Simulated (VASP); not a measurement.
Band structure of WSi (relaxed from the wurtzite structure, space group P6_3/mmc). These are PBE GGA, VASP's PBE PAW potentials (set 64) (plane waves; VASP) values and carry that method's errors.

Unless said otherwise, spin-orbit coupling is left out, though it shifts the bands of the heavy elements here.

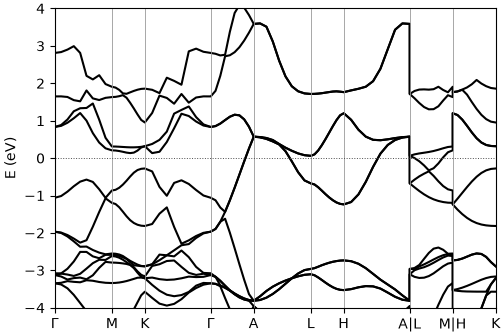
Fig. 1. Bands along high-symmetry lines, zero at the valence-band maximum or, without a gap, the Fermi level

**Question.** Read the plot: is there a gap, and where are the band edges?

**Answer.** It has no gap at this level: it comes out as a metal or semimetal. (Edges off the drawn lines would not show.)

The structure was generated: WSi was put into the wurtzite type (P6_3mc), which need not be its known phase. It was relaxed first, which changed the volume by -39 %. The relaxed cell has space group P6_3/mmc.
